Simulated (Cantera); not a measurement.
Feed: 1 mol Ca(OH)₂, 0.46 mol H₂, equilibrated at 1.00 bar.

These are equilibrium values from Cantera (NASA tables, ideal gas, pure condensed phases), not measurements of a reactor. Candidate condensed phases: Ca, CaO, Ca(OH)₂, H₂O; 14 gas species. Equilibrium is a limit: real reactors are often held back by kinetics, nucleation or transport.

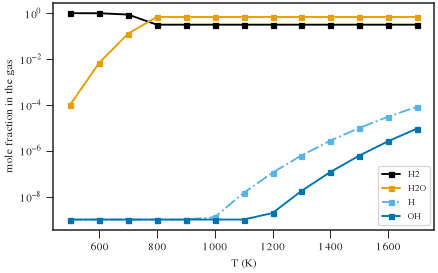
Figure. Equilibrium gas composition (values under 1e-9 drawn at 1e-9)

At 500 K the condensed part is Ca(OH)₂(s). From 600 K to 700 K the condensed part is CaO(s) + Ca(OH)₂(s). From 800 K to 1700 K the condensed part is CaO(s).
